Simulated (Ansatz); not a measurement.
**OsCl4 (Cmmm): how robust is the cRPA U?**

Aim: hold the target of a cRPA run on OsCl4 (Cmmm) and move one thing at a time.

Calculated with Ansatz 0.2.0; constrained RPA on LDA, plane waves, PAW.

## 1. Set-up

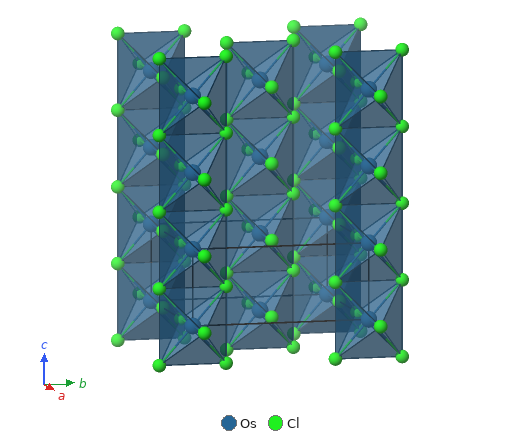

The starting structure, seen slightly off an axis (osmium blue, chlorine green). 1×1×3 cells are drawn. This picture shows the conventional cell, with its axes. Some periodic images of atoms are drawn too.

The cell and positions come from the Crystallography Open Database and are kept as given unless a step says otherwise. Spin-orbit coupling is left out unless a step names it. The default PAW set here is soft_2. Its files were made with PBE.

## 2. Base: Os t2g + anion p, bands v14 to c1, 4×4×6 mesh, medium accuracy

Constrained RPA screens the interaction with every transition except those inside the target bands, which a later many-body model would treat itself.

The input, input.yaml:

```yaml
crystal:
  lattice:
    - [3.9645, -2.94368553, 2.94368553]
    - [3.9645, 2.94368553, -2.94368553]
    - [0.0, 2.51730014, 2.51730014]
  atoms:
    - { symbol: Os, position: [0.0, 0.0, 0.0] }
    - { symbol: Cl, position: [0.8106, 0.1894, 0.5] }
    - { symbol: Cl, position: [0.1894, 0.8106, 0.5] }
    - { symbol: Cl, position: [0.2852, 0.2852, 0.0] }
    - { symbol: Cl, position: [0.7148, 0.7148, 0.0] }
kpoints:
  mp_grid: { grid: [4, 4, 6] }
hamiltonian:
  xc: lda
scf:
  occupations: { method: gaussian, width: 0.08 }
  n_extra_bands: 19
  max_iter: 150
output:
  crpa:
    kmesh: [4, 4, 6]
    target_bands: [v14, c1]
    projections:
      - { species: Os, l: d, shell: 5, orbitals: [dxz, dyz, dxy] }
      - { species: Cl, l: p, shell: 3 }
  local_orbitals:
    kmesh: [8, 8, 12]
    orbitals:
      - { species: Os, l: d, shell: 5, orbitals: [dxz, dyz, dxy] }
      - { species: Cl, l: p, shell: 3 }
    window: { bands: [v14, c1] }
    seedname: lo
```

The run is started by

```sh
ansatz run input.yaml --threads 4 --pin off --max-ram 9216MiB --backend cpu --events-out ev --progress --plain --runs-dir out
```

Numbers of over 12 decimals in the logs are rounded to 6 here.

The log of the run:

```text
scf.n_extra_bands = 19 over 22 filled bands (N_el = 44.0): the run solves 41 bands
Engine: ansatz 0.2.0, aarch64-unknown-linux-gnu
Pseudopotentials: kind: paw
Pseudopotential: Os, paw, valence charge 16, recommended cutoff 420 eV (normal), Os.paw.azcp
Pseudopotential: Cl, paw, valence charge 7, recommended cutoff 420 eV (normal), Cl.paw.azcp
Functional definition: SPW92
  exchange = slater_x
  correlation = pw_c
Crystal: 5 atoms, lattice volume = 117.510 Å³
Basis set: ecut = 420 eV, 2303 PW (Γ)
Bands: 41, of which v1, the nominal top of the filled ones, is band 22 counted from 1 (21 counted from 0)
Symmetry: 8 space group operations
Space group: Cmmm (ITA 65), of the structure as read, at distance tolerance 4.9e-5 Å
k-points: 28 of 96
Non-local potential: Os, projectors of the file, l = 0: 3, l = 1: 2, l = 2: 2, l = 3: 1
Non-local potential: Cl, projectors of the file, l = 0: 2, l = 1: 2, l = 2: 2
PAW form: soft (Blöchl's): semilocal exchange-correlation on the pseudo side does not see the compensation charge
PAW frozen core: Os, regenerated for the run's functional, and the local potential with it (the file was generated under x = pbe(κ = 0.804, μ = 0.219515), c = pbe(β = 0.066725))
PAW frozen core: Cl, regenerated for the run's functional, and the local potential with it (the file was generated under x = pbe(κ = 0.804, μ = 0.219515), c = pbe(β = 0.066725))
PAW one-centre angular grid: Os, 590 points (default); XC on 64 Gauss nodes
PAW one-centre angular grid: Cl, 110 points (default); XC on 64 Gauss nodes
Initial density: superposition of atomic densities (neutral atoms: chi_scale 0, normalization atom), corrected by the library's trained network
Initial wavefunctions: pseudopotential atomic-orbital guess
Functional: x = slater, c = lda
SCF iter   1: F=—  HF=-15296.415208 eV  |F-HF|=—  |Δ(HF+E_count)|=         —  Δρ=8.71e-3  dr2=1.20e-1  ethr=1.77e-3  ⟨swp⟩=5.5  Hψ=5120  notcnv=0  defer=211
preconditioner: auto → LDOS  [metal: Δε(μ)=0.005 eV  Ē_g=14.852 eV  σ=0.080 eV  W_gap=0.04  n_scr=22 (ndim 8)  ℏωp=20.6 eV  f_vac=0.053  D(μ)=7.69/eV (n_scr^D=74)  β→1.0]
SCF iter   2: F=—  HF=-15296.403280 eV  |F-HF|=—  |Δ(HF+E_count)|=   1.19e-2  Δρ=7.14e-3  dr2=5.69e-2  ethr=2.73e-4  ⟨swp⟩=1.0  Hψ=1373  notcnv=0  defer=280
SCF iter   3: F=—  HF=-15296.403961 eV  |F-HF|=—  |Δ(HF+E_count)|=   6.80e-4  Δρ=8.07e-3  dr2=5.95e-2  ethr=1.29e-4  ⟨swp⟩=2.2  Hψ=1433  notcnv=0  defer=280
SCF iter   4: F=—  HF=-15296.395937 eV  |F-HF|=—  |Δ(HF+E_count)|=   8.02e-3  Δρ=3.04e-3  dr2=1.98e-2  ethr=1.29e-4  ⟨swp⟩=1.0  Hψ=821  notcnv=0  defer=280
SCF iter   5: F=—  HF=-15296.393702 eV  |F-HF|=—  |Δ(HF+E_count)|=   2.24e-3  Δρ=1.40e-3  dr2=4.79e-3  ethr=4.50e-5  ⟨swp⟩=1.0  Hψ=821  notcnv=0  defer=280
[...]
E_band       = -447.137071
  E_kinetic    = 1202.181873
  E_local      = -3556.013575  (includes V_loc(G=0)·N_el)
  E_nonlocal   = 125.771033
  E_hartree    = 1375.779869
  E_xc         = -683.670304
  E_vxc        = -763.050304  (∫ρ·V_xc dr)
  E_paw        = -11247.741091  (= ΣΔE_a)
  E_vpaw       = -207.584099  (= ΣTr[D̂ρ^β])
  E_aug_tail   = 0.000327  (compensation charges beyond the density's cutoff)
  E_ewald      = -2513.802029
  E_core_change = 1.124701  (= ΣΔE_core)
  E_smearing   = -0.023748  (= −TS)
  E_closure    = 0.000000  (closes the sum)
  Σ components = -15296.392944   (vs F -15296.392944, Δ=0.00e0)
--- Band table (eV; the first three rows and the last of 28) ---
  k-point 0: bands = [... 18 lower, 3.4738, 3.5034, 3.6362, 4.8686, 5.1624, 7.3144, 7.9389, 9.8548, ... 15 higher]
  k-point 1: bands = [... 18 lower, 3.2842, 3.3539, 4.2141, 4.8335, 5.0701, 6.8330, 7.7602, 10.5616, ... 15 higher]
  k-point 2: bands = [... 18 lower, 2.8342, 3.0417, 4.4652, 4.8551, 5.1605, 6.9254, 7.3696, 11.3994, ... 15 higher]
  k-point 27: bands = [... 18 lower, 3.0075, 3.3004, 4.2022, 4.6377, 4.8131, 7.3067, 7.9915, 10.5741, ... 15 higher]
--- cRPA (band scheme, projected local orbitals): target bands 9..23 (1-based), 15 Wannier function(s), 4×4×6 mesh, 46 bands' worth read of 51 solved, ecut_chi 136.0 eV, v(q+G=0) probe_charge, pair densities all_electron ---
  χ-basis size per q: N_G = 414..443
  window electrons = 28.0000, filled by tetrahedron_uncorrected; constrained ε̄⁻¹(q = 0, 0) head = 0.262849; min gauge Gram eig = 0.4964
  Kanamori averages over each shell's own Wannier functions (sites counted from 0, functions from 1):
  Each shell's averages of U are screened by what lies outside the whole window alone: parameters of one model of all the shells.
    Site 0, 5D, 3 of 5 d orbitals (Wannier functions 1, 2, 3; wannier90's mr 2, 3, 5):
      screened: U = 4.0906 eV, U' = 3.2041 eV, J = 0.4136 eV
      screened, to within: U = 4.6e-3 eV, U' = 4.6e-3 eV, J = 5.8e-4 eV
      bare: V = 14.1057 eV, V' = 12.8988 eV, J = 0.5840 eV
    Site 1, 3P, 3 of 3 p orbitals (Wannier functions 4, 5, 6; wannier90's mr 1, 2, 3):
      screened: U = 4.7383 eV, U' = 3.6684 eV, J = 0.4400 eV
      screened, to within: U = 6.3e-3 eV, U' = 6.3e-3 eV, J = 6.3e-4 eV
      bare: V = 13.3824 eV, V' = 11.6906 eV, J = 0.6868 eV
    Site 2, 3P, 3 of 3 p orbitals (Wannier functions 7, 8, 9; wannier90's mr 1, 2, 3):
      screened: U = 4.7383 eV, U' = 3.6684 eV, J = 0.4400 eV
      screened, to within: U = 6.3e-3 eV, U' = 6.3e-3 eV, J = 6.3e-4 eV
      bare: V = 13.3824 eV, V' = 11.6906 eV, J = 0.6868 eV
    Site 3, 3P, 3 of 3 p orbitals (Wannier functions 10, 11, 12; wannier90's mr 1, 2, 3):
      screened: U = 5.4029 eV, U' = 4.3343 eV, J = 0.4910 eV
      screened, to within: U = 7.8e-3 eV, U' = 7.8e-3 eV, J = 7.4e-4 eV
      bare: V = 13.7250 eV, V' = 12.1188 eV, J = 0.7363 eV
    Site 4, 3P, 3 of 3 p orbitals (Wannier functions 13, 14, 15; wannier90's mr 1, 2, 3):
      screened: U = 5.4029 eV, U' = 4.3343 eV, J = 0.4910 eV
      screened, to within: U = 7.8e-3 eV, U' = 7.8e-3 eV, J = 7.4e-4 eV
      bare: V = 13.7250 eV, V' = 12.1188 eV, J = 0.7363 eV
  Hermiticity witness max|P − P†| over intra, direct and exchange elements: 8.88e-15 eV (screened), 2.98e-17 eV (bare)
  Reality witness max|Im| over intra, direct and exchange elements: 1.75e-12 eV (screened), 5.67e-12 eV (bare)
[key lines of the parts left out:]
SCF converged after 10 iterations
Free energy (F): -15296.392944 eV
Fermi energy:    4.929848 eV
```

Run time: 22 min. Hardware: 4 threads of Arm Neoverse V2, shared host; peak memory 1 GiB; 87 min of CPU time.

This step gave:

```
U                                                 : 4.091 eV
U prime (inter-orbital)                           : 3.204 eV
J                                                 : 0.4136 eV
bare V                                            : 14.11 eV
bare J                                            : 0.5840 eV
stated bound on U                                 : 0.004565 eV
U over bare V                                     : 0.2900
electrons in the window                           : 28.00
head of the constrained inverse dielectric matrix : 0.2628
least eigenvalue of the projection's overlap      : 0.4964
target functions                                  : 15
bands in the sums                                 : 46
r.m.s. miss of the model bands                    : 1.24e-5 eV
width of the target bands                         : 7.359 eV
weight of the projected orbitals in the window    : 0.9671
```

On the Os t2g shell, screening brings the on-site interaction from 14.1 eV down to U = 4.09 eV.

## 3. Changed: 2×2×4 mesh

Edit input.yaml of step 2 so:

```diff
@@ -21,3 +21,3 @@
   crpa:
-    kmesh: [4, 4, 6]
+    kmesh: [2, 2, 4]
     target_bands: [v14, c1]
@@ -26,8 +26 @@
       - { species: Cl, l: p, shell: 3 }
-  local_orbitals:
-    kmesh: [8, 8, 12]
-    orbitals:
-      - { species: Os, l: d, shell: 5, orbitals: [dxz, dyz, dxy] }
-      - { species: Cl, l: p, shell: 3 }
-    window: { bands: [v14, c1] }
-    seedname: lo
```

The log of the run:

```text
[...]
Crystal: 5 atoms, lattice volume = 117.510 Å³
Basis set: ecut = 420 eV, 2303 PW (Γ)
Bands: 41, of which v1, the nominal top of the filled ones, is band 22 counted from 1 (21 counted from 0)
Symmetry: 8 space group operations
[...]
k-points: 28 of 96
[...]
SCF iter   1: F=—  HF=-15296.415208 eV  |F-HF|=—  |Δ(HF+E_count)|=         —  Δρ=8.71e-3  dr2=1.20e-1  ethr=1.77e-3  ⟨swp⟩=5.5  Hψ=5120  notcnv=0  defer=211
[...]
SCF iter  10: F=-15296.392944 eV  HF=-15296.392944 eV  |F-HF|=3.20e-8  |Δ(HF+E_count)|=   4.33e-8  Δρ=4.70e-6  dr2=3.88e-8  ethr=2.27e-10  ⟨swp⟩=9.7  Hψ=4935  notcnv=0
SCF 1 converged in 10 iterations: F = -15296.392944 eV  dr2 = 3.88e-8
[...]
NSCF: frozen V_eff on 9 k-points
[...]
cRPA screening: q 1/16
cRPA screening: q 2/16
cRPA screening: q 4/16 (q-point 3)
cRPA screening: q 5/16
cRPA screening: q 7/16 (q-point 6)
[...]
bare: V = 14.1505 eV, V' = 12.9425 eV, J = 0.5846 eV
    Site 1, 3P, 3 of 3 p orbitals (Wannier functions 4, 5, 6; wannier90's mr 1, 2, 3):
      screened: U = 4.7744 eV, U' = 3.7043 eV, J = 0.4400 eV
      screened, to within: U = 6.7e-3 eV, U' = 6.6e-3 eV, J = 6.5e-4 eV
      bare: V = 13.4238 eV, V' = 11.7324 eV, J = 0.6867 eV
    Site 2, 3P, 3 of 3 p orbitals (Wannier functions 7, 8, 9; wannier90's mr 1, 2, 3):
      screened: U = 4.7744 eV, U' = 3.7043 eV, J = 0.4400 eV
      screened, to within: U = 6.7e-3 eV, U' = 6.6e-3 eV, J = 6.5e-4 eV
      bare: V = 13.4238 eV, V' = 11.7324 eV, J = 0.6867 eV
    Site 3, 3P, 3 of 3 p orbitals (Wannier functions 10, 11, 12; wannier90's mr 1, 2, 3):
      screened: U = 5.4332 eV, U' = 4.3633 eV, J = 0.4921 eV
      screened, to within: U = 8.2e-3 eV, U' = 8.2e-3 eV, J = 7.6e-4 eV
      bare: V = 13.7812 eV, V' = 12.1747 eV, J = 0.7374 eV
    Site 4, 3P, 3 of 3 p orbitals (Wannier functions 13, 14, 15; wannier90's mr 1, 2, 3):
      screened: U = 5.4332 eV, U' = 4.3633 eV, J = 0.4921 eV
      screened, to within: U = 8.2e-3 eV, U' = 8.2e-3 eV, J = 7.6e-4 eV
      bare: V = 13.7812 eV, V' = 12.1747 eV, J = 0.7374 eV
[...]
[key lines of the parts left out:]
SCF converged after 10 iterations
Free energy (F): -15296.392944 eV
Fermi energy:    4.929848 eV
```

Wall time 79 s (4 threads); peak memory 0.81 GiB; 5.1 min of CPU time.

This step gave:

- U: 4.136 eV
- U prime (inter-orbital): 3.248 eV
- J: 0.4139 eV
- bare V: 14.15 eV
- bare J: 0.5846 eV
- stated bound on U: 0.004979 eV
- U over bare V: 0.2923
- electrons in the window: 28.00
- head of the constrained inverse dielectric matrix: 0.2584
- least eigenvalue of the projection's overlap: 0.4964
- target functions: 15
- bands in the sums: 46
- width of the target bands: 7.359 eV
- weight of the projected orbitals in the window: 0.9671

On the Os t2g shell, screening brings the on-site interaction from 14.2 eV down to U = 4.14 eV.

## 4. Changed: 2×2×2 mesh

Edit input.yaml of step 3 so:

```diff
@@ -21,3 +21,3 @@
   crpa:
-    kmesh: [2, 2, 4]
+    kmesh: [2, 2, 2]
     target_bands: [v14, c1]
```

The log of the run:

```text
[...]
Crystal: 5 atoms, lattice volume = 117.510 Å³
Basis set: ecut = 420 eV, 2303 PW (Γ)
Bands: 41, of which v1, the nominal top of the filled ones, is band 22 counted from 1 (21 counted from 0)
Symmetry: 8 space group operations
[...]
k-points: 28 of 96
[...]
screened: U = 5.6242 eV, U' = 4.5470 eV, J = 0.4956 eV
      screened, to within: U = 8.9e-3 eV, U' = 8.9e-3 eV, J = 8.1e-4 eV
      bare: V = 13.8598 eV, V' = 12.2460 eV, J = 0.7413 eV
    Site 4, 3P, 3 of 3 p orbitals (Wannier functions 13, 14, 15; wannier90's mr 1, 2, 3):
      screened: U = 5.6242 eV, U' = 4.5470 eV, J = 0.4956 eV
      screened, to within: U = 8.9e-3 eV, U' = 8.9e-3 eV, J = 8.1e-4 eV
      bare: V = 13.8598 eV, V' = 12.2460 eV, J = 0.7413 eV
[...]
[key lines of the parts left out:]
SCF converged after 10 iterations
Free energy (F): -15296.392944 eV
Fermi energy:    4.929848 eV
```

Elapsed: 33 s, on 4 threads; peak memory 0.77 GiB.

Numbers from this step:

- U: 4.394 eV
- U prime (inter-orbital): 3.515 eV
- J: 0.4063 eV
- bare V: 14.08 eV
- bare J: 0.5748 eV
- stated bound on U: 0.005847 eV
- U over bare V: 0.3120
- electrons in the window: 28
- head of the constrained inverse dielectric matrix: 0.2921
- least eigenvalue of the projection's overlap: 0.4964
- target functions: 15
- bands in the sums: 46
- width of the target bands: 7.359 eV
- weight of the projected orbitals in the window: 0.9671

On the Os t2g shell, screening brings the on-site interaction from 14.1 eV down to U = 4.39 eV.

## 5. Changed: one k-point

Edit input.yaml of step 4 so:

```diff
@@ -21,3 +21,3 @@
   crpa:
-    kmesh: [2, 2, 2]
+    kmesh: [1, 1, 1]
     target_bands: [v14, c1]
```

The log of the run:

```text
[...]
Crystal: 5 atoms, lattice volume = 117.510 Å³
Basis set: ecut = 420 eV, 2303 PW (Γ)
Bands: 41, of which v1, the nominal top of the filled ones, is band 22 counted from 1 (21 counted from 0)
Symmetry: 8 space group operations
[...]
k-points: 28 of 96
[...]
screened: U = 5.3915 eV, U' = 4.2300 eV, J = 0.5289 eV
      screened, to within: U = 1.2e-2 eV, U' = 1.2e-2 eV, J = 1.2e-3 eV
      bare: V = 14.8399 eV, V' = 13.1504 eV, J = 0.7787 eV
    Site 4, 3P, 3 of 3 p orbitals (Wannier functions 13, 14, 15; wannier90's mr 1, 2, 3):
      screened: U = 5.3915 eV, U' = 4.2300 eV, J = 0.5289 eV
      screened, to within: U = 1.2e-2 eV, U' = 1.2e-2 eV, J = 1.2e-3 eV
      bare: V = 14.8399 eV, V' = 13.1504 eV, J = 0.7787 eV
[...]
[key lines of the parts left out:]
SCF converged after 10 iterations
Free energy (F): -15296.392944 eV
Fermi energy:    4.929848 eV
```

It took 4.2 s on 4 threads; peak memory 0.7 GiB.

The run ended normally, though the input holds a fault or crude settings.

The fault put into this input: one k-point. It printed U = 4.19 eV, which is no property of the model meant.

## 6. Side by side

Times are wall times on 4 threads of Arm Neoverse V2, shared host, good to a factor of about two.

| run | bare V (eV) | U (eV) | J (eV) | bound on U (eV) | width (eV) | time |
| --- | --- | --- | --- | --- | --- | --- |
| target window | 14.11 | 4.091 | 0.414 | 0.0046 | 7.36 | 22 min |
| 2×2×4 mesh | 14.15 | 4.136 | 0.414 | 0.0050 | 7.36 | 79 s |
| 2×2×2 mesh | 14.08 | 4.394 | 0.406 | 0.0058 | 7.36 | 33 s |

## 7. Outcome

| Quantity | Value |
| --- | --- |
| target window | U 4.09 eV, J 0.41 eV |
| 2×2×4 mesh | U 4.14 eV, J 0.41 eV |
| 2×2×2 mesh | U 4.39 eV, J 0.41 eV |

2×2×4 mesh moves U by +0.05 eV at 0.059 times the time. 2×2×2 mesh moves U by +0.30 eV at 0.025 times the time. The printed bound covers the solver alone, not the mesh, and no denser mesh than the base was run. The parent state is non-magnetic and the interaction static (zero frequency); U depends on the window and the orbitals, so it belongs to this model alone. Spin-orbit coupling, which is strong for atoms this heavy, is left out. A window that holds the anion p bands defines a model with explicit ligands; its U belongs to that model and is not the U of DFT+U.

[Paths, hosts, dates, memory and timing lines, banners, echoed tables and standing remarks are left out of the program output.]

[Logs are printed without paths, hosts, clocks, repeated set-up lines and the standing remarks that a program may print on its own settings, such as how far it seeks lower states.]

[Runs of the session that timed out or met a known fault of the program may be left out.]

[Hosts, paths, dates, database ids (printed as entryN), source tags and the programs' standing remarks are cut or masked in the printed files.]
